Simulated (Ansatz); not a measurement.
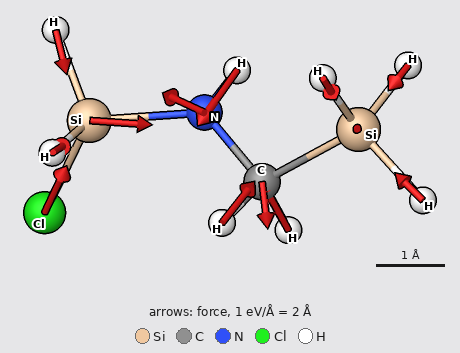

Starting geometry of CH$_{8}$ClNSi$_{2}$ with the computed forces as red arrows. The picture is a ball-and-stick view, seen at a tilt.

The start comes from PBE-D4/def2-SVP.

Level of theory: RKS PBE0-D4/def2-TZVP (Ansatz). Set-up: force threshold 0.005 eV/Å; at most 150 steps.

Q: Is this structure relaxed? If not, where do the atoms go?

A: It isn't relaxed: the largest force vector, on an H atom, is 0.67 eV/Å. The final displacements have little in common with the starting forces (cosine between the two patterns 0.26). Over 10 geometry steps the energy falls by 0.062 eV. The largest force component goes from 0.63 to 0.0047 eV/Å. The largest move after the best rigid fit is that of the Cl atom, 0.15 Å. By element the largest moves are Cl 0.15 Å, H 0.12 Å, N 0.07 Å, C 0.06 Å, Si 0.04 Å. Some distances before and after: Cl–Si 2.103 → 2.072 Å, N–Si 1.730 → 1.701 Å, C–Si 1.910 → 1.887 Å, H–Si 1.498 → 1.479 Å.
